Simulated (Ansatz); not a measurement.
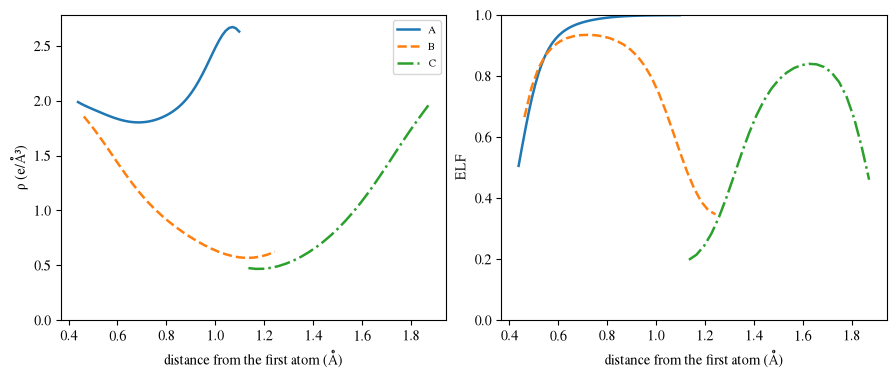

Figure. CH3Cl2Y (SMILES [CH3][Y]([Cl])[Cl]). Electron density and ELF along straight lines between neighbouring atoms. The curves leave out the atomic cores.

Geometry: PBE0-D4/def2-TZVP; core potentials replace the inner electrons of Y.

The calculation used RKS PBE0-D4/def2-TZVPP in Ansatz.

Input file:

```
crystal:
  periodic: [false, false, false]
  atoms:
    - {symbol: C, position_ang: [-0.130215, 1.108052, -0.031262]}
    - {symbol: Y, position_ang: [0.107466, -1.183540, 0.175867]}
    - {symbol: Cl, position_ang: [2.375883, -1.977309, 0.673394]}
    - {symbol: Cl, position_ang: [-1.822317, -2.507814, -0.562004]}
    - {symbol: H, position_ang: [-1.093501, 1.471694, 0.351115]}
    - {symbol: H, position_ang: [0.657831, 1.675103, 0.479949]}
    - {symbol: H, position_ang: [-0.095136, 1.413815, -1.087059]}
basis:
  gaussian: {orbitals: def2-TZVPP}
hamiltonian: {xc: pbe0, dispersion: d4}
output: {orbitals: {seedname: orbitals}}
```

Run with:

```sh
ansatz run in.yaml --threads 2 --pin off --events-out ev --progress --plain --max-ram 32768MiB --backend cpu
```

Question: Which curve belongs to which contact (C–H, C–Y and Y–Cl)? The first atom named is at distance zero.

Answer: Curve A: C–H (1.10 Å): ρ at the midpoint is about 1.9 e/Å³; the ELF climbs to about 1 towards the hydrogen, as it does in any bond to H; an ordinary covalent bond to hydrogen. Curve B: C–Y (2.31 Å): ρ is about 0.57 e/Å³ halfway; the ELF peaks at about 0.95 in the valence shell of C, 0.7 Å from its nucleus, and is about 0.45 at the midpoint. Curve C: Y–Cl (2.45 Å): ρ is about 0.48 e/Å³ halfway; the ELF peaks at about 0.85 in the valence shell of Cl, 0.8 Å from its nucleus, and is about 0.30 at the midpoint: a closed-shell, largely ionic contact.
